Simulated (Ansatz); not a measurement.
**C2H8O2Si: density, localisation and related maps**

Input file:

```
crystal:
  periodic: [false, false, false]
  atoms:
    - { symbol: O, position_ang: [-1.0456, 1.7745, 1.1044] }
    - { symbol: C, position_ang: [-0.8472, 0.4336, 0.8386] }
    - { symbol: C, position_ang: [0.3504, 0.3033, -0.0912] }
    - { symbol: O, position_ang: [0.1853, 1.1108, -1.2621] }
    - { symbol: Si, position_ang: [0.9047, -1.5024, -0.3814] }
    - { symbol: H, position_ang: [-0.8494, 2.3068, 0.2696] }
    - { symbol: H, position_ang: [-0.6732, -0.0632, 1.8056] }
    - { symbol: H, position_ang: [-1.7031, 0.0461, 0.3554] }
    - { symbol: H, position_ang: [0.88519, 1.79662, -1.12098] }
    - { symbol: H, position_ang: [-0.5742, 0.6445, -1.7539] }
    - { symbol: H, position_ang: [1.107, -2.1861, 0.9546] }
    - { symbol: H, position_ang: [-0.1633, -2.1842, -1.0869] }
    - { symbol: H, position_ang: [2.098, -1.5404, -1.1882] }
basis:
  gaussian: { orbitals: def2-SVP }
hamiltonian:
  xc: pbe
  dispersion: d4
relax:
  f_tol: 0.02
  max_steps: 50
output:
  orbitals: {}
```

Launched as:

```sh
ansatz run input.yaml --threads 2 --pin off --max-ram 3072MiB --backend cpu --events-out ev --progress --plain --runs-dir out
```

The fields are those of the run's last geometry, not of the input's.

Computed with RKS PBE-D4/def2-SVP in Ansatz 0.2.0.

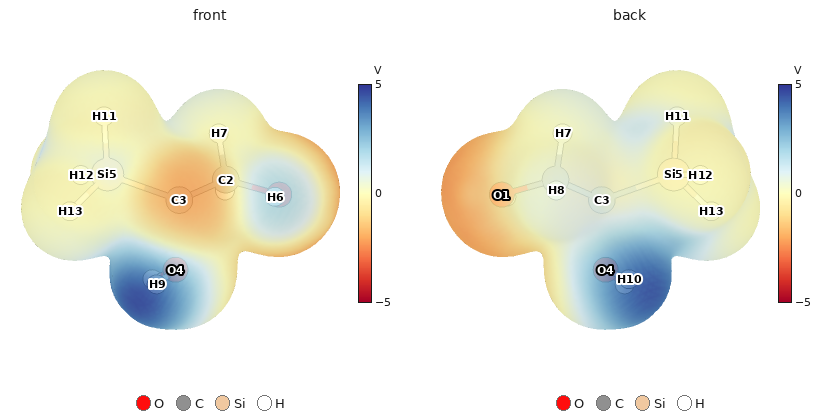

Figure 1. The electrostatic potential painted on the density surface at 0.004 e/bohr³, seen from the front and from behind; the colour scale runs from red (negative) to blue (positive).

Question: Where is the surface potential most negative and most positive?

Answer: The most negative region (about −2.2 V, or −51 kcal/mol for a unit charge) lies over O1, the most positive (about +4.4 V, or +101 kcal/mol for a unit charge) over H9 and H10. O1 is the likeliest acceptor of a hydrogen bond.

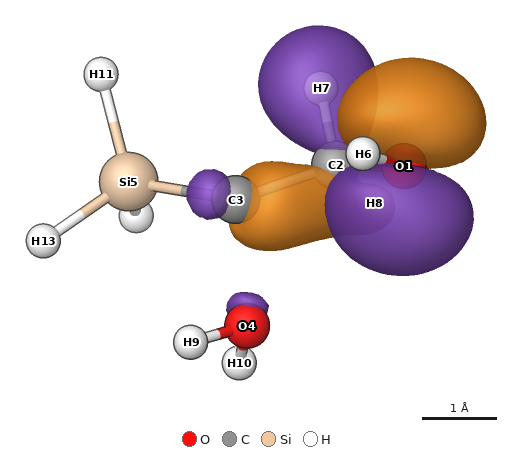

Figure 2. The HOMO−1 at ±0.1 Å⁻³ᐟ² (orange and purple are the two phases), seen at an oblique angle.

Question: What is the character of this orbital?

Answer: By Hirshfeld shares it lies mainly on O1 (about 70 %), C2 (about 10 %) and H7 (about 5 %); largely a lone pair of O1. Its energy is −5.34 eV.

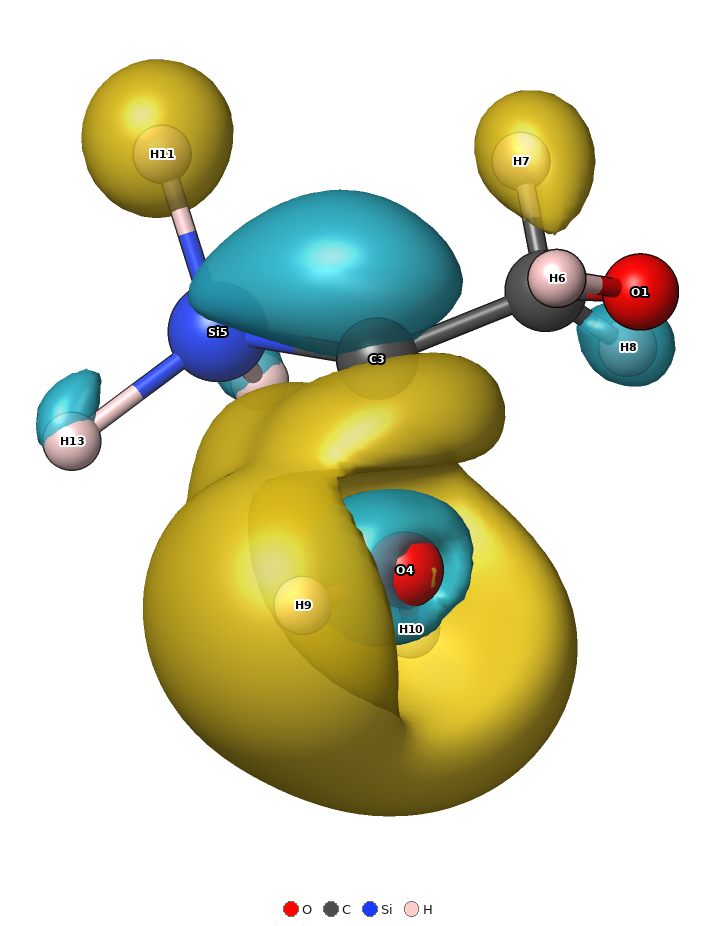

Figure 3. One frontier orbital at ±0.1 Å⁻³ᐟ² (yellow and cyan are the two phases), seen at a tilt.

Question: Which orbital is it: HOMO or LUMO?

Answer: The LUMO, at −1.62 eV. It lies mainly on H10 (about 20 %), O4 (about 20 %), C3 (about 20 %), H9 (about 15 %) and Si5 (about 10 %).
